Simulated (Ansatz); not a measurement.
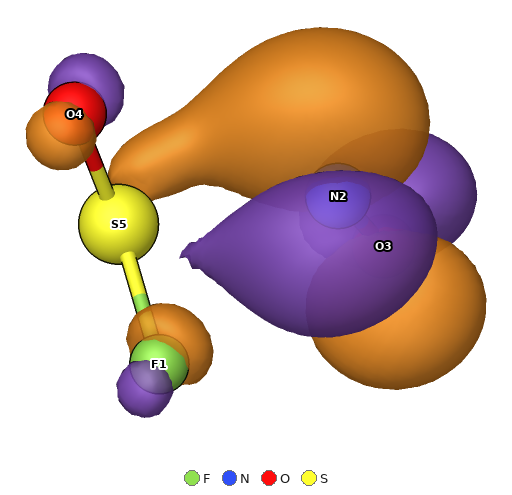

*FNO$_{2}$S. The LUMO at ±0.1 Å⁻³ᐟ² (orange and purple are the two phases), seen at a tilt.*

Geometry: B3LYP-D3(BJ)/6-311G**.

All numbers below come from isolated molecule in a Gaussian basis; Kohn-Sham density functional theory, functional PBE0 (Ansatz).

```xyz
5

F    -1.4395   -1.8273   -2.3709
N     0.0717    0.2354   -1.8300
O    -0.5203    1.2012   -2.0321
O    -0.0905   -2.1430   -0.2113
S    -1.0932   -1.2688   -0.8238
```

> What is the character of this orbital?

It lies mainly on N2 (about 55 %) and O3 (about 40 %); π-antibonding (π*) across N2–O3. Its energy is −3.74 eV.
